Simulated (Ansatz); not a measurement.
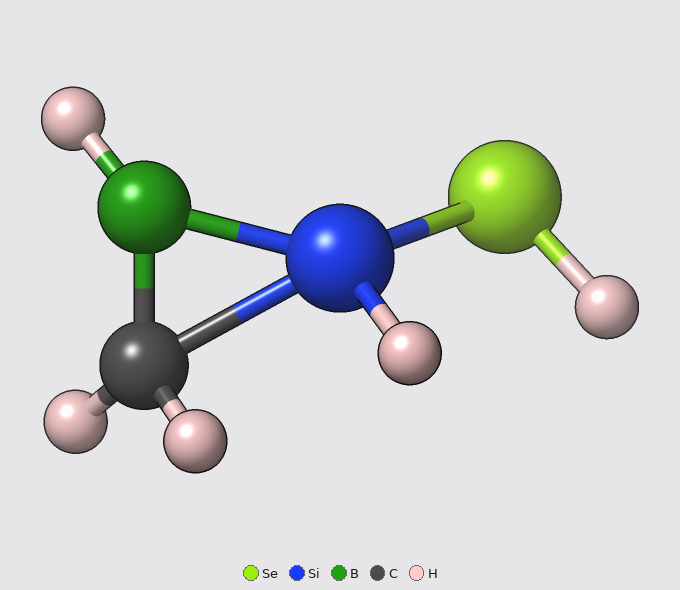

Ball-and-stick drawing of a structure. Every bond is drawn as one stick, whatever its order.

What is the molecular formula?

Answer. CH5BSeSi, 9 atoms: 1 carbon, 5 hydrogen, 1 boron, 1 selenium and 1 silicon.

What is its SMILES?

Answer. [SeH][Si@H]1BC1

How many atoms are distinct by symmetry?

Answer. 9: 1 Se, 1 Si, 1 B, 1 C, 1 H, 1 H, 1 H, 1 H, 1 H.

Count the bonded pairs by element.

Answer. 2 C–H, 1 Se–Si, 1 B–Si, 1 C–B, 1 C–Si, 1 Se–H, 1 Si–H, 1 B–H.

More results for the same structure follow; atom numbers are the same in all pictures, views and colours differ. The computed structure is the end point of a PBE0-D4/def2-TZVP optimisation.

**Geometry**

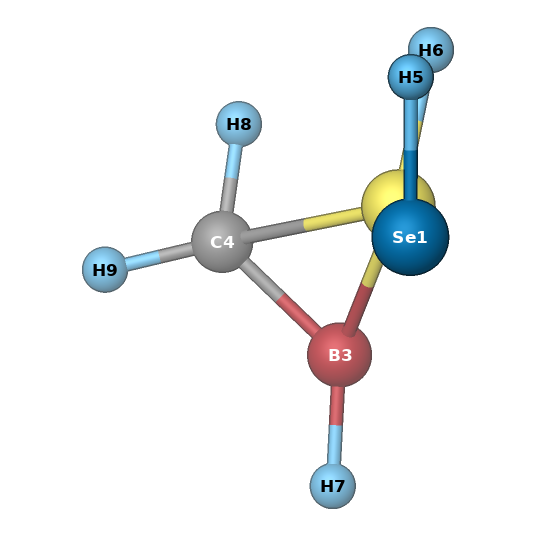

Si2 lies behind Se1. The molecule seen nearly along the Se1–Si2 bond, Se1 in front. Atoms fade into the background with distance from the viewer.

What is the torsion angle H5–Se1–Si2–C4? The sign is positive where the front bond must turn clockwise to cover the back bond.

Answer. −107°, anticlinal.

**Vibrations**

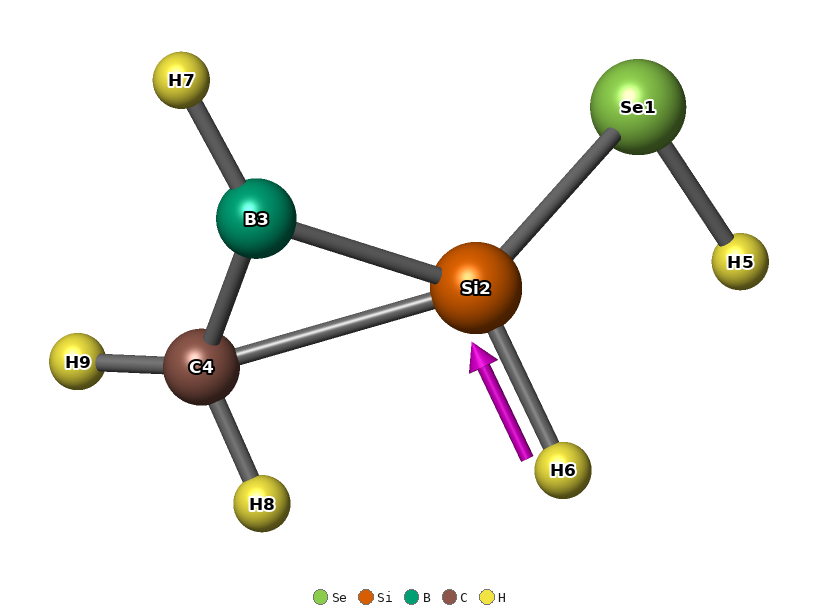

The arrows show one normal mode. Harmonic vibrations computed with RKS PBE0-D4/def2-TZVP (Ansatz 0.2.0) at a stationary point of the same level.

What kind of motion is it?

Answer. Mostly Si–H stretching.

Estimate its harmonic wavenumber.

Answer. 2255 cm⁻¹; it is mode 17 of 21 counted from the lowest.

**Charges**

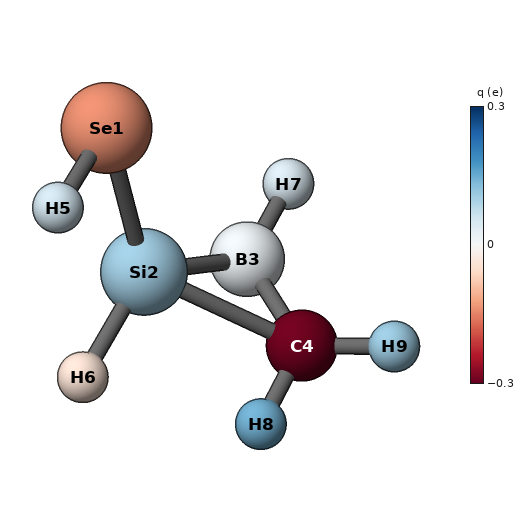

Atoms are coloured by their Mulliken charges. Level of theory: RKS B3LYP-D4/def2-TZVPP (Ansatz 0.2.0).

Which atom carries the highest charge (most positive or least negative)?

Answer. H8 (0.14 e).

And the lowest?

Answer. C4 (−0.29 e).

List the Mulliken charges.

```
atom  value (e)
 Se1      −0.14
 Si2       0.10
  B3       0.02
  C4      −0.29
  H5       0.05
  H6      −0.04
  H7       0.04
  H8       0.14
  H9       0.11
```

**Electronic properties**

Method: RKS HSE06 (plane-wave form)-D4/def2-TZVPP (Ansatz 0.2.0).

Estimate the HOMO energy (Kohn–Sham orbital).

Answer. −6.37 eV.

Give the dispersion correction at this level.

Answer. −16.0 kJ/mol.

What is the HOMO–LUMO gap?

Answer. 4.66 eV.

Mulliken values depend strongly on the basis set and can even reverse the polarity of a bond.
